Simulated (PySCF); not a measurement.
C$_{2}$H$_{10}$O$_{2}$Si$_{4}$

Input

```
{"job": {"kind": "nmr", "xc": "PBE0", "basis": "pcSseg-1"}, "charge": 0, "multiplicity": 1}
O      1.306183    -1.231188     0.911588
C      2.234050    -0.488517     0.713605
O      2.255297     0.481008    -0.132781
Si     0.878309     0.873591    -1.078842
C     -0.315453     1.747413     0.131468
Si    -1.254632     0.574815     1.340377
Si    -1.620423    -1.384465     0.135052
Si    -0.153497    -1.122728    -1.669842
H      3.188759    -0.586919     1.262527
H      1.609513     1.850290    -1.890090
H      0.223040     2.499800     0.708531
H     -1.051867     2.295501    -0.457209
H     -0.438864     0.437816     2.553142
H     -2.451263     1.317852     1.773971
H     -3.020969    -1.495528    -0.323858
H     -1.428086    -2.613313     0.910415
H     -0.796888    -0.958970    -2.988445
H      0.828030    -2.190142    -1.911264
```

Run with:

```sh
OMP_NUM_THREADS=1 python probes_run.py task.json out
```

Geometry: GFN2-xTB.

Theory: PySCF 2.14.0, PBE0/pcSseg-1, SCF density, gas phase, non-relativistic.

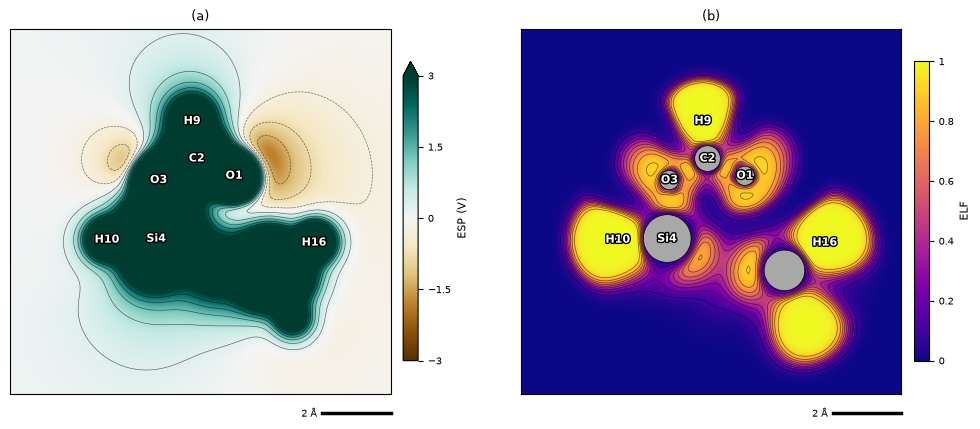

Figure 1. (a) molecular electrostatic potential; (b) electron localisation function on the plane of atoms O1, C2 and H9. Grey discs cover the atomic cores in the ELF map.

Interpret the plot.

The plane passes through O, C, Si and H nuclei.
C–O (1.20 Å): the ELF peaks at about 0.85 between the atoms: a multiple bond.
Si–O (1.72 Å): the ELF peaks at about 0.90 between the atoms; a polar covalent bond.
C–H (1.11 Å): the ELF climbs to about 1 towards the hydrogen, as it does in any bond to H: an ordinary covalent bond to hydrogen.
C–O (1.29 Å): the ELF peaks at about 0.90 between the atoms: a short, strongly polar bond.
Si–H (1.47 Å): the ELF climbs to about 1 towards the hydrogen.
The ELF also peaks beside O3 and O1, away from the bonds: lone-pair regions.
Outside the dense part of the molecule the potential is most negative (−1.8 V) near O1.

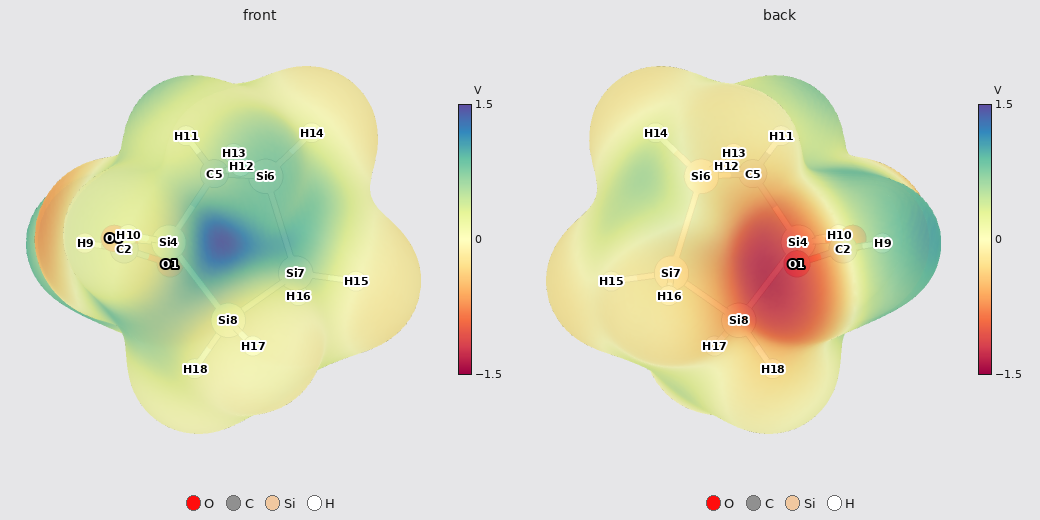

Figure 2. The molecular electrostatic potential painted on the density surface at 0.001 e/bohr³, seen from the front and from behind; red is negative and blue positive.

Where is the surface potential most negative and most positive?

The most negative region (about −1.2 V) lies over O1, the most positive (about +1.2 V) over Si4. O1 is the likeliest acceptor of a hydrogen bond.

How polar is the molecule by this calculation?

Its dipole moment is 1.66 D.
